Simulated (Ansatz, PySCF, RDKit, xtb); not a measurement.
# Solving AlSnPH3F, step by step, part 2 of 2

Given the formula AlSnPH3F and nothing else, which arrangement of the atoms is the most stable in the gas at 400 K, and what are its properties?

xtb, Ansatz and PySCF; isolated molecules. The steps go on from the part before.

## Step 10: The final energy

Each finalist gets a single point at CCSD(T)/def2-SVP + MP2/def2-TZVPP - MP2/def2-SVP.

c810a, CCSD(T)/def2-SVP:

The input, input.yaml:

```yaml
crystal:
  periodic: [false, false, false]
  atoms:
    - {symbol: Al, position_ang: [-0.561599, 1.205829, 0.654742]}
    - {symbol: F, position_ang: [-0.222143, 2.835343, 0.411806]}
    - {symbol: P, position_ang: [-2.812409, 0.589073, 0.974234]}
    - {symbol: Sn, position_ang: [-2.109502, 1.596373, 3.145705]}
    - {symbol: H, position_ang: [0.432945, 0.103553, 0.121093]}
    - {symbol: H, position_ang: [-0.402333, 1.014812, 2.504333]}
    - {symbol: H, position_ang: [-3.820329, 1.532018, 0.623721]}
basis:
  gaussian:
    orbitals: def2-SVP
correlation:
  method: ccsd_t
  frozen_orbitals: {F: 1, Sn: 4, P: 5, Al: 5, H: 0}
```

The run is started by

```sh
$ ansatz run input.yaml --threads 1 --pin off --max-ram 2610MiB --events-out events.jsonl --progress --plain --runs-dir runs
```

The log of the run, shortened:

```text
Warning: RAYON_NUM_THREADS=1 ignored (pool sized by the plan → 1); use --threads N
Functional definition: HF
  name "HF"
[...]
940 factors; integrals over basis functions are off by at most 1.3e-3 eV
[...]
mean field -24408.83771469 eV, -897.0082411106 hartree, gradient 4.2e-6 eV, S^2 0.000000; 0 other end points of the search recorded, 0 dependent functions left out
15 core orbitals not correlated: weight in the atoms' cores, before any rotation towards them, 1.000 or more for the frozen orbitals, at most 0.000 for the correlated occupied ones
reference -24408.83771469 eV, -897.0082411106 hartree; 16, 16 occupied and 60, 60 virtual orbitals, 940 factors
second order -12.70372560 eV of doubles, -0.00000000 eV of singles
cycle   1  -13.32374897 eV  change   -6.2e-1 eV  update   1.1e-1
[...]
cycle  11  -13.85148807 eV  change    2.3e-5 eV  update   2.5e-5
perturbative correction -0.41937400 eV, -0.0154117103 hartree
Total energy: -24423.10857676 eV, -897.5326856184 hartree
```

It took 9.6 s on 1 thread of Arm Neoverse V1, shared host.

## Step 11: c810a at MP2/def2-TZVPP

Changes to input.yaml since step 10:

```diff
@@ -11,6 +11,3 @@
 basis:
-  gaussian:
-    orbitals: def2-SVP
-correlation:
-  method: ccsd_t
-  frozen_orbitals: {F: 1, Sn: 4, P: 5, Al: 5, H: 0}
+  gaussian: {orbitals: def2-TZVPP}
+correlation: {method: mp2, frozen_orbitals: {F: 1, Sn: 4, P: 5, Al: 5, H: 0}}
```

The run is started by

```sh
$ ansatz run input.yaml --threads 1 --pin off --max-ram 2610MiB --events-out events.jsonl --progress --plain --runs-dir runs
```

The log of the run, shortened:

```text
Warning: RAYON_NUM_THREADS=1 ignored (pool sized by the plan → 1); use --threads N
[... 2 set-up lines as earlier in the session ...]
[...]
1414 factors; integrals over basis functions are off by at most 1.3e-3 eV
[...]
mean field -24418.09173530 eV, -897.3483200953 hartree, gradient 3.3e-6 eV, S^2 0.000000; 0 other end points of the search recorded, 0 dependent functions left out
15 core orbitals not correlated: weight in the atoms' cores, before any rotation towards them, 1.000 or more for the frozen orbitals, at most 0.000 for the correlated occupied ones
reference -24418.09173530 eV, -897.3483200953 hartree; 16, 16 occupied and 176, 176 virtual orbitals, 1414 factors
second order -21.81940067 eV of doubles, -0.00000000 eV of singles
Total energy: -24439.91113597 eV, -898.1501682801 hartree
```

Run time: 9.9 s. Hardware: 1 thread of Arm Neoverse V1, shared host.

## Step 12: c957a at CCSD(T)/def2-SVP

The input, input.yaml:

```yaml
crystal:
  periodic: [false, false, false]
  atoms:
    - {symbol: Al, position_ang: [-0.521708, 1.728203, 1.032693]}
    - {symbol: F, position_ang: [0.270996, 1.832926, -0.440578]}
    - {symbol: P, position_ang: [-2.844799, 1.549629, 0.706790]}
    - {symbol: Sn, position_ang: [-2.293781, -0.576602, 1.876592]}
    - {symbol: H, position_ang: [-0.547549, -0.131552, 1.251817]}
    - {symbol: H, position_ang: [0.203010, 2.301023, 2.317132]}
    - {symbol: H, position_ang: [-3.749030, 2.117543, 1.647040]}
basis:
  gaussian:
    orbitals: def2-SVP
correlation:
  method: ccsd_t
  frozen_orbitals: {F: 1, Sn: 4, P: 5, Al: 5, H: 0}
```

The run is started by

```sh
$ ansatz run input.yaml --threads 1 --pin off --max-ram 2610MiB --events-out events.jsonl --progress --plain --runs-dir runs
```

The log of the run, shortened:

```text
Warning: RAYON_NUM_THREADS=1 ignored (pool sized by the plan → 1); use --threads N
[... 2 set-up lines as earlier in the session ...]
[...]
940 factors; integrals over basis functions are off by at most 1.3e-3 eV
[...]
mean field -24408.76006968 eV, -897.0053877089 hartree, gradient 1.2e-6 eV, S^2 0.000000; 0 other end points of the search recorded, 0 dependent functions left out
15 core orbitals not correlated: weight in the atoms' cores, before any rotation towards them, 1.000 or more for the frozen orbitals, at most 0.000 for the correlated occupied ones
reference -24408.76006968 eV, -897.0053877089 hartree; 16, 16 occupied and 60, 60 virtual orbitals, 940 factors
second order -12.69477329 eV of doubles, -0.00000000 eV of singles
cycle   1  -13.31653054 eV  change   -6.2e-1 eV  update   1.1e-1
[...]
cycle  11  -13.84716893 eV  change    2.6e-5 eV  update   3.1e-5
perturbative correction -0.41939257 eV, -0.0154123925 hartree
Total energy: -24423.02663118 eV, -897.5296741737 hartree
```

Wall time 9.9 s (1 thread of Arm Neoverse V1, shared host).

## Step 13: Putting it together

Energies in kcal/mol from c810a; G adds the thermal terms to the CCSD(T)/def2-SVP + MP2/def2-TZVPP - MP2/def2-SVP energy.

| label | SMILES | spin | r2SCAN-D4/def2-SVP, relaxed | HF/def2-SVP | MP2/def2-SVP | CCSD(T)/def2-SVP + MP2/def2-TZVPP - MP2/def2-SVP | G | share at equilibrium | T1 |
| --- | --- | --- | --- | --- | --- | --- | --- | --- | --- |
| c810a | [F][AlH]1[H][Sn][PH]1 ‡ | singlet | 0.0 | 0.0 | 0.0 | 0.0 | 0.0 | 93.3 % | 0.018 |
| c957a | [F][AlH]1[H][Sn][PH]1 ‡ | singlet | 2.3 | 1.8 | 2.0 | 2.0 | 2.1 | 6.6 % | 0.019 |
| c493a | [F][AlH][PH][SnH] ‡ | singlet | 8.3 | 0.3 | 5.8 | 7.2 | 5.3 | 0.1 % | 0.015 |

‡ marks the bonded skeleton alone, with all bonds drawn single: no Lewis structure was assigned that passes a check against the bond lengths.

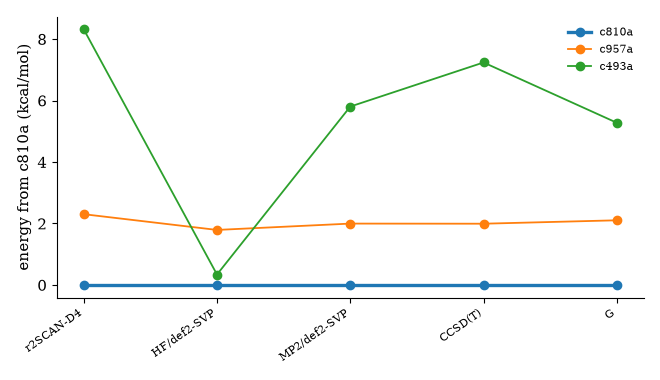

The finalists at each level, measured from c810a.

Lowest found: c810a, `[F][AlH]1[H][Sn][PH]1` ‡, a singlet of point group C1. Bond lengths: Al1–F2 1.682 Å, Al1–P3 2.356 Å, P3–Sn4 2.495 Å, Al1–H5 1.578 Å, Sn4–H6 1.914 Å, P3–H7 1.424 Å. Angles: F2–Al1–P3 117.8°, Al1–P3–Sn4 75.1°, F2–Al1–H5 120.1°, P3–Al1–H5 117.7°, Al1–P3–H7 118.0°, Sn4–P3–H7 98.4°, P3–Sn4–H6 80.6°. H6 bridges Al1 and Sn4 (1.866 and 1.914 Å).

```xyz
7

Al   -0.5616    1.2058    0.6547
F    -0.2221    2.8353    0.4118
P    -2.8124    0.5891    0.9742
Sn   -2.1095    1.5964    3.1457
H     0.4329    0.1036    0.1211
H    -0.4023    1.0148    2.5043
H    -3.8203    1.5320    0.6237
```

‡ marks the bonded skeleton alone, with all bonds drawn single: no Lewis structure was assigned that passes a check against the bond lengths.

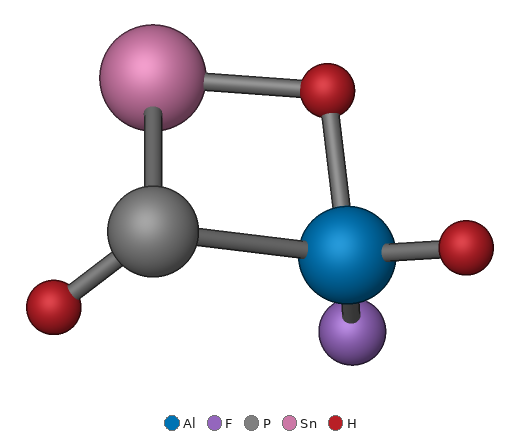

The lowest structure found, seen from a chosen angle (aluminium blue, fluorine purple, phosphorus grey, tin pink, hydrogen red).

## Step 14: Density, orbitals and dipole (PBE0/def2-TZVPD)

The input, input.yaml:

```yaml
crystal:
  periodic: [false, false, false]
  atoms:
    - {symbol: Al, position_ang: [-0.561599, 1.205829, 0.654742]}
    - {symbol: F, position_ang: [-0.222143, 2.835343, 0.411806]}
    - {symbol: P, position_ang: [-2.812409, 0.589073, 0.974234]}
    - {symbol: Sn, position_ang: [-2.109502, 1.596373, 3.145705]}
    - {symbol: H, position_ang: [0.432945, 0.103553, 0.121093]}
    - {symbol: H, position_ang: [-0.402333, 1.014812, 2.504333]}
    - {symbol: H, position_ang: [-3.820329, 1.532018, 0.623721]}
basis:
  gaussian:
    orbitals: def2-TZVPD
total_charge: 0
magnetization:
  spin_polarized: false
hamiltonian:
  xc: pbe0
output: {forces: true, orbitals: {seedname: orbitals}}
```

The run is started by

```sh
$ ansatz run input.yaml --threads 1 --pin off --max-ram 2610MiB --events-out events.jsonl --progress --plain --runs-dir runs
```

The log of the run, shortened:

```text
Warning: RAYON_NUM_THREADS=1 ignored (pool sized by the plan → 1); use --threads N
Functional definition: PBE0
  name "PBE0"
[...]
1424 factors; their error is unknown
[...]
mean field -24478.23437379 eV, -899.5585212936 hartree, gradient 4.5e-5 eV, S^2 0.000000; 0 other end points of the search recorded, 0 dependent functions left out
[...]
reference -24478.23441540 eV, -899.5585228228 hartree; 31, 31 occupied and 178, 178 virtual orbitals, 1424 factors
[...]
Atom 2 at    -2.812409     0.589073     0.974234 Å, force    -0.026042     0.124177     0.176654 eV/Å
Atom 3 at    -2.109502     1.596373     3.145705 Å, force    -0.041892    -0.103685    -0.251071 eV/Å
Atom 4 at     0.432945     0.103553     0.121093 Å, force    -0.034393     0.016567     0.010667 eV/Å
Atom 5 at    -0.402333     1.014812     2.504333 Å, force    -0.020576     0.046817     0.026551 eV/Å
Atom 6 at    -3.820329     1.532018     0.623721 Å, force     0.157470    -0.067406     0.049768 eV/Å
Dipole moment:    -0.403198    -0.043691     0.604744 e Å
```

Run time: 16 s. Hardware: 1 thread of Arm Neoverse V1, shared host; peak memory 0.57 GiB.

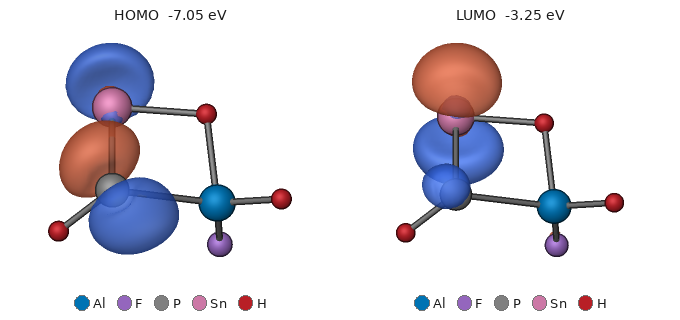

Frontier orbitals of this run, surfaces at ±0.2 Å^-3/2.

## Step 15: Frequencies after a tight-binding relaxation (GFN2-xTB)

The input, start.xyz:

```xyz
7
c810a
Al    -0.561599     1.205829     0.654742
F     -0.222143     2.835343     0.411806
P     -2.812409     0.589073     0.974234
Sn    -2.109502     1.596373     3.145705
H      0.432945     0.103553     0.121093
H     -0.402333     1.014812     2.504333
H     -3.820329     1.532018     0.623721
```

The run is started by

```sh
$ xtb start.xyz --gfn 2 --ohess tight
```

The log of the run, shortened:

```text
[...]
         ::                     SUMMARY                     ::
         :::::::::::::::::::::::::::::::::::::::::::::::::::::
         :: total energy             -12.076365038529 Eh    ::
         :: gradient norm              0.000209356022 Eh/a0 ::
         :: HOMO-LUMO gap              2.017006728652 eV    ::
         ::.................................................::
         :: SCC energy               -12.116600720738 Eh    ::
         :: -> isotropic ES            0.039684307120 Eh    ::
         :: -> anisotropic ES          0.000374912819 Eh    ::
         :: -> anisotropic XC         -0.001382715939 Eh    ::
         :: -> dispersion             -0.006071501842 Eh    ::
         :: repulsion energy           0.040235682209 Eh    ::
         :: add. restraining           0.000000000000 Eh    ::
         :: total charge               0.000000000000 e     ::
         :::::::::::::::::::::::::::::::::::::::::::::::::::::
[...]
          | TOTAL ENERGY              -12.076365038545 Eh   |
          | TOTAL ENTHALPY            -12.045241041515 Eh   |
          | TOTAL FREE ENERGY         -12.086703733992 Eh   |
          | GRADIENT NORM               0.000209321947 Eh/α |
[...]
```

Wall time 0.28 s (1 thread of Arm Neoverse V1, shared host).

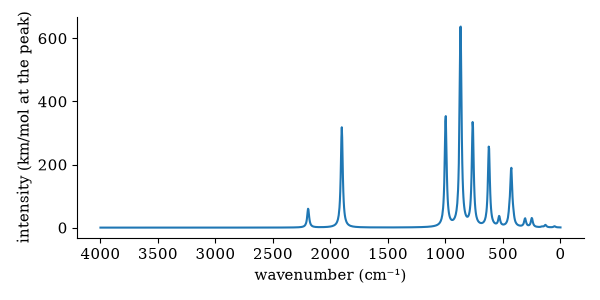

Harmonic infrared spectrum, unscaled, lines broadened by 10 cm⁻¹.

## Step 16: Electronic excitations (TD-B3LYP/def2-SVPD)

An in-house driver calls PySCF's response routines at TD-B3LYP/def2-SVPD; it has no typed input.

The log of the run:

```text
coarse grid: 33512 points
cycle   1  E = -895.7954059091  dE = -1.900e+01  |g| = 3.284e+00  |ddm| = 1.146e+01
cycle   2  E = -830.5542012424  dE =  6.524e+01  |g| = 8.206e+00  |ddm| = 3.076e+01
cycle   3  E = -899.3556531045  dE = -6.880e+01  |g| = 1.178e+00  |ddm| = 2.947e+01
cycle   4  E = -898.5927182761  dE =  7.629e-01  |g| = 1.635e+00  |ddm| = 3.205e+00
cycle   5  E = -899.6286595650  dE = -1.036e+00  |g| = 3.873e-01  |ddm| = 1.859e+00
cycle   6  E = -899.5926104752  dE =  3.605e-02  |g| = 4.643e-01  |ddm| = 1.026e+00
cycle   7  E = -899.6828051293  dE = -9.019e-02  |g| = 5.720e-02  |ddm| = 6.774e-01
cycle   8  E = -899.6839226134  dE = -1.117e-03  |g| = 2.401e-02  |ddm| = 1.164e-01
cycle   9  E = -899.6841422201  dE = -2.196e-04  |g| = 6.822e-03  |ddm| = 4.307e-02
cycle  10  E = -899.6841598389  dE = -1.762e-05  |g| = 2.339e-03  |ddm| = 1.214e-02
cycle  11  E = -899.6841624221  dE = -2.583e-06  |g| = 5.925e-04  |ddm| = 3.760e-03
final grid: 65584 points
cycle  12  E = -899.6841513351  dE =  2.529e-07  |g| = 9.944e-04  |ddm| = 3.253e-03
cycle  13  E = -899.6841500415  dE =  1.294e-06  |g| = 1.954e-03  |ddm| = 5.165e-03
cycle  14  E = -899.6841517822  dE = -1.741e-06  |g| = 1.589e-04  |ddm| = 3.443e-03
cycle  15  E = -899.6841517926  dE = -1.046e-08  |g| = 2.200e-05  |ddm| = 2.559e-04
cycle  16  E = -899.6841517928  dE = -1.278e-10  |g| = 8.166e-06  |ddm| = 3.064e-05
converged SCF energy = -899.6841517928

Static polarisability (au): isotropic 101.558, principal 75.245 101.109 128.319

Singlet excitations
state   eV       nm        f      main configurations
  1   2.5026    495.4   0.00456   H->L 0.99
  2   3.2556    380.8   0.02657   H-1->L 0.93
  3   4.1306    300.2   0.00500   H-2->L 0.97
  4   4.4190    280.6   0.00963   H->L+1 0.95
  5   4.5846    270.4   0.00412   H-1->L+1 0.99
  6   4.9731    249.3   0.00375   H-3->L 0.93
  7   5.4137    229.0   0.01561   H-1->L+2 0.79, H->L+2 0.13
  8   5.6059    221.2   0.06130   H->L+3 0.49, H->L+2 0.23, H-1->L+2 0.14

Triplet excitations (Tamm-Dancoff, eV): 1.9408 2.2698 3.7260
```

Wall time 9.9 s (1 thread of Arm Neoverse V1, shared host).

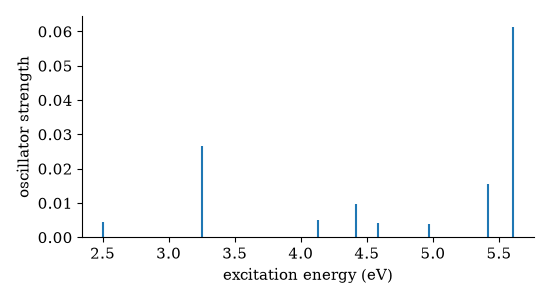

Vertical excitations as sticks.

The roots found:

| excited state | energy (eV) | strength |
| --- | --- | --- |
| 1 | 2.503 | 0.0046 |
| 2 | 3.256 | 0.0266 |
| 3 | 4.131 | 0.0050 |
| 4 | 4.419 | 0.0096 |
| 5 | 4.585 | 0.0041 |
| 6 | 4.973 | 0.0037 |
| 7 | 5.414 | 0.0156 |
| 8 | 5.606 | 0.0613 |

## Step 17: The cation at the same geometry (PBE0/def2-TZVPD)

The input, input.yaml:

```yaml
basis:
  gaussian: {orbitals: def2-TZVPD}
crystal:
  periodic: [false, false, false]
  atoms:
    - symbol: Al
      position_ang: [-0.561599, 1.205829, 0.654742]
    - symbol: F
      position_ang: [-0.222143, 2.835343, 0.411806]
    - symbol: P
      position_ang: [-2.812409, 0.589073, 0.974234]
    - symbol: Sn
      position_ang: [-2.109502, 1.596373, 3.145705]
    - symbol: H
      position_ang: [0.432945, 0.103553, 0.121093]
    - symbol: H
      position_ang: [-0.402333, 1.014812, 2.504333]
    - symbol: H
      position_ang: [-3.820329, 1.532018, 0.623721]
magnetization: {spin_polarized: true, initial_magnetization: 1}
hamiltonian: {xc: {name: PBE0}}
total_charge: 1
```

The run is started by

```sh
$ ansatz run input.yaml --threads 1 --pin off --max-ram 2610MiB --events-out events.jsonl --progress --plain --runs-dir runs
```

The log of the run, shortened:

```text
Warning: RAYON_NUM_THREADS=1 ignored (pool sized by the plan → 1); use --threads N
[... 2 set-up lines as earlier in the session ...]
[...]
1424 factors; their error is unknown
[...]
mean field -24469.35738646 eV, -899.2322980264 hartree, gradient 1.2e-5 eV, S^2 0.761341; 2 other end points of the search recorded, 0 dependent functions left out
reference -24469.35742786 eV, -899.2322995478 hartree; 31, 30 occupied and 178, 179 virtual orbitals, 1424 factors
Total energy: -24469.35742786 eV, -899.2322995478 hartree
```

It took 60 s on 1 thread of Arm Neoverse V1, shared host; peak memory 1 GiB.

Difference from the parent: 8.88 eV.

## Step 18: The anion at the same geometry (PBE0/def2-TZVPD)

The input, input.yaml:

```yaml
crystal:
  periodic: [false, false, false]
  atoms:
    - {symbol: Al, position_ang: [-0.561599, 1.205829, 0.654742]}
    - {symbol: F, position_ang: [-0.222143, 2.835343, 0.411806]}
    - {symbol: P, position_ang: [-2.812409, 0.589073, 0.974234]}
    - {symbol: Sn, position_ang: [-2.109502, 1.596373, 3.145705]}
    - {symbol: H, position_ang: [0.432945, 0.103553, 0.121093]}
    - {symbol: H, position_ang: [-0.402333, 1.014812, 2.504333]}
    - {symbol: H, position_ang: [-3.820329, 1.532018, 0.623721]}
basis:
  gaussian: {orbitals: def2-TZVPD}
magnetization: {spin_polarized: true, initial_magnetization: 1}
total_charge: -1
hamiltonian: {xc: pbe0}
scf: {lower_state_search: off}
```

The run is started by

```sh
$ ansatz run input.yaml --threads 1 --pin off --max-ram 2610MiB --events-out events.jsonl --progress --plain --runs-dir runs
```

The log of the run, shortened:

```text
Warning: RAYON_NUM_THREADS=1 ignored (pool sized by the plan → 1); use --threads N
[... 2 set-up lines as earlier in the session ...]
[...]
1424 factors; their error is unknown
[...]
mean field -24479.86359817 eV, -899.6183941854 hartree, gradient 4.7e-6 eV, S^2 0.755500; 0 other end points of the search recorded, 0 dependent functions left out
reference -24479.86363835 eV, -899.6183956618 hartree; 32, 31 occupied and 177, 178 virtual orbitals, 1424 factors
Total energy: -24479.86363835 eV, -899.6183956618 hartree
Checks for a lower state left out: stability, starts, cluster_reference, orbital_swaps, neighbouring_geometries, increment
```

Wall time 15 s (1 thread of Arm Neoverse V1, shared host); peak memory 0.61 GiB.

Parent less the species with the added electron: 1.63 eV.

## Step 19: The triplet at the same geometry (PBE0/def2-TZVPD)

Changes to input.yaml since step 18:

```diff
@@ -12,5 +12,3 @@
   gaussian: {orbitals: def2-TZVPD}
-magnetization: {spin_polarized: true, initial_magnetization: 1}
-total_charge: -1
+magnetization: {spin_polarized: true, initial_magnetization: 2}
 hamiltonian: {xc: pbe0}
-scf: {lower_state_search: off}
```

The run is started by

```sh
$ ansatz run input.yaml --threads 1 --pin off --max-ram 2610MiB --events-out events.jsonl --progress --plain --runs-dir runs
```

The log of the run, shortened:

```text
Warning: RAYON_NUM_THREADS=1 ignored (pool sized by the plan → 1); use --threads N
[... 2 set-up lines as earlier in the session ...]
[...]
1424 factors; their error is unknown
[...]
mean field -24476.32491100 eV, -899.4883498304 hartree, gradient 1.7e-5 eV, S^2 2.014131; 2 other end points of the search recorded, 0 dependent functions left out
reference -24476.32495361 eV, -899.4883513962 hartree; 32, 30 occupied and 177, 179 virtual orbitals, 1424 factors
Total energy: -24476.32495361 eV, -899.4883513962 hartree
```

It took 41 s on 1 thread of Arm Neoverse V1, shared host; peak memory 0.74 GiB.

It lies 1.91 eV above the singlet.

## Step 20: Outcome

What follows sums up all 2 parts.

| quantity | value |
| --- | --- |
| lowest structure found | hydrogen-bridged, singlet, C1 |
| next finalist | [F][AlH]1[H][Sn][PH]1 ‡, singlet, 2.1 kcal/mol higher in G |
| share at equilibrium, among the finalists | 93.3 % |
| funnel | 111 starts, 66 minima at GFN2-xTB, 19 screening runs, 4 rescued, 6 relaxed, 3 ranked |
| CPU time of all runs | 36 min |
| harmonic wavenumbers, lowest and highest (r2SCAN-D4/def2-SVP) | 54 and 2424 cm⁻¹ |
| rotational constants, same geometry | 0.1096, 0.04655, 0.03589 cm⁻¹ |
| dipole moment (PBE0/def2-TZVPD) | 3.50 D |
| HOMO energy (PBE0/def2-TZVPD) | -7.05 eV |
| LUMO energy (PBE0/def2-TZVPD) | -3.25 eV |
| HOMO–LUMO gap (PBE0/def2-TZVPD) | 3.79 eV |
| lowest excitation (TD-B3LYP/def2-SVPD) | 2.50 eV (f = 0.005) |
| strongest of the states computed, same level | 5.61 eV (f = 0.061) |
| lowest triplet excitation, same level, Tamm-Dancoff | 1.94 eV |
| vertical ionisation energy | 8.88 eV |
| vertical electron affinity | 1.63 eV |
| vertical triplet less singlet | +1.91 eV |

**Reading.** The lowest structure found is a hydrogen-bridged structure, in which H6 bridges Al1 and Sn4 (1.866 and 1.914 Å). The next finalist is drawn with the same bonds. r2SCAN-D4/def2-SVP, relaxed, HF/def2-SVP and MP2/def2-SVP already put its bonding pattern lowest among the structures in one piece. The largest share of the time went into recheck (30 %). Spin-orbit coupling, which matters for elements this heavy, is left out. 16 minima inside the window were never screened. The search is not exhaustive (a finite list of starts, one conformer a finalist), so a lower isomer can't be ruled out. Patterns outside the rules of the enumeration were met only by chance.

‡ marks the bonded skeleton alone, with all bonds drawn single: no Lewis structure was assigned that passes a check against the bond lengths.
